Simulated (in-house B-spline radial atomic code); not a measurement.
## RPA and GW calculation, with input and output: Tl⁸⁺

System: Tl⁸⁺, configuration [Xe] 4f14 5d5.
Method: RPA, second-order and SOSEX correlation energies and G0W0 (contour deformation) on a scalar-relativistic (spin-free one-electron X2C) mean field, all electrons, B-spline basis (in-house B-spline radial atomic code).

The input:
```
Z = 81
electrons = 73.0
configuration = [Xe] 4f14 5d5
hamiltonian = x2c
method = b3lyp
lmax = 9
rms_radius = 5.4759
spin_polarised = True
box_radius = 7.7
intervals = 65
```

Hardware: 1 CPU thread, shared host.

Launched within a batch (the task file carries these settings):
```bash
python <driver script> task.json out
```

The program writes its results to a structured record and prints no log; tables and figures of this report are taken from that record.

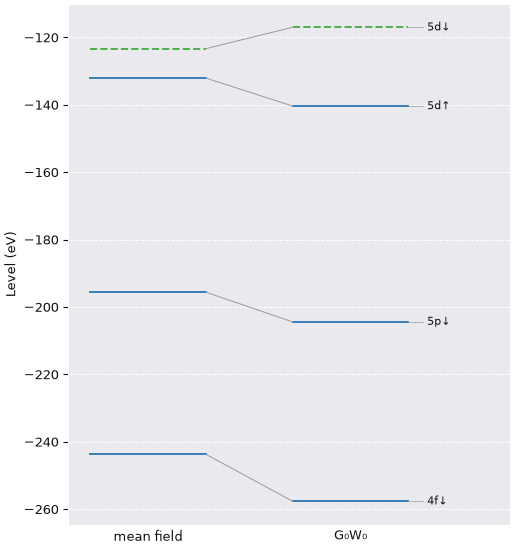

Figure 1. Mean-field and G₀W₀ levels (solid occupied, dashed empty) for Tl⁸⁺ ([Xe] 4f¹⁴ 5d⁵). All-electron spherical atom, scalar X2C, B3LYP VWN-RPA start, no spin-orbit coupling, Breit or QED terms; computed with a B-spline radial code. The quasi-particle equation is solved at full frequency; levels of low quasi-particle weight Z are left out. Σ columns are in eV, and Σc holds an estimate for the angular momenta beyond the basis. G₀W₀ moves the highest occupied level, 5d↑, from −132.05 to −140.35 eV (renormalisation factor Z = 0.97). The empty level 5d↓ goes from −123.31 to −116.97 eV.

| Level | Mean field (eV) | Σx − vxc (eV) | Σc (eV) | Z | G₀W₀ (eV) |
| --- | --- | --- | --- | --- | --- |
| 5d↓ | −123.31 | 9.69 | −3.34 | 0.97 | −116.97 |
| 5d↑ | −132.05 | −7.85 | −0.46 | 0.97 | −140.35 |
| 5p↓ | −195.59 | −8.17 | −0.66 | 0.97 | −204.42 |
| 4f↓ | −243.70 | −20.33 | 6.38 | 0.94 | −257.65 |

Key numbers:

- outcome: converged
- mean-field total energy: −20232.67444 hartree
- total energy with exact exchange alone: −20226.85585 hartree
- exact exchange energy: −376.83458 hartree
- RPA correlation, extrapolated in the angular momentum of the empty orbitals: −6.58140 hartree
- RPA correlation, as summed: −6.40208 hartree
- direct second-order term: −7.37405 hartree
- second-order exchange term: 1.85139 hartree
- SOSEX term: 1.75977 hartree
- wall time: 4.7 s

Remarks:

Caveats: spin-orbit coupling, Breit and QED terms are absent.
